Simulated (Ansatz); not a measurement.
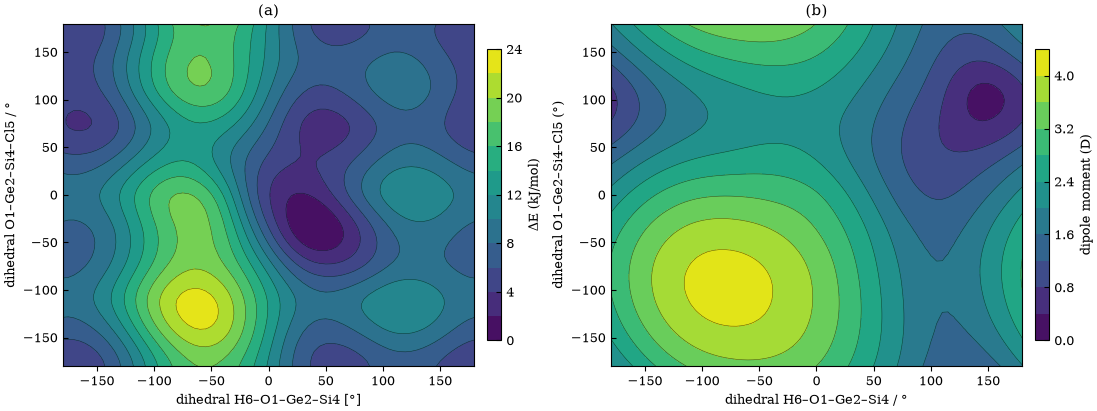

ClFGeH4OSi, SMILES [OH][GeH]([F])[SiH2]Cl. The first coordinate is: dihedral H6–O1–Ge2–Si4; the second: dihedral O1–Ge2–Si4–Cl5. Nothing is relaxed (all other coordinates rigid). The scan uses a 10 × 10 grid. Energies are in kJ/mol, from the relaxed molecule at the same level. All numbers below come from Ansatz, RKS PBE0-D4/def2-TZVP.

Panel (a) is the energy; panel (b) is the computed dipole moment, in D.

The picture shows filled contours. Between grid points the surface is interpolated.

How does the dipole moment vary over the map, and what is it at the lowest grid point?

Leaving out the highest fifth of the energies, it runs from 0.30 D at dihedral H6–O1–Ge2–Si4 = 144°, dihedral O1–Ge2–Si4–Cl5 = 108° to 3.57 D at dihedral H6–O1–Ge2–Si4 = −144°, dihedral O1–Ge2–Si4–Cl5 = −72°. At the lowest grid point, dihedral H6–O1–Ge2–Si4 = 36°, dihedral O1–Ge2–Si4–Cl5 = −36°, it is 2.56 D.
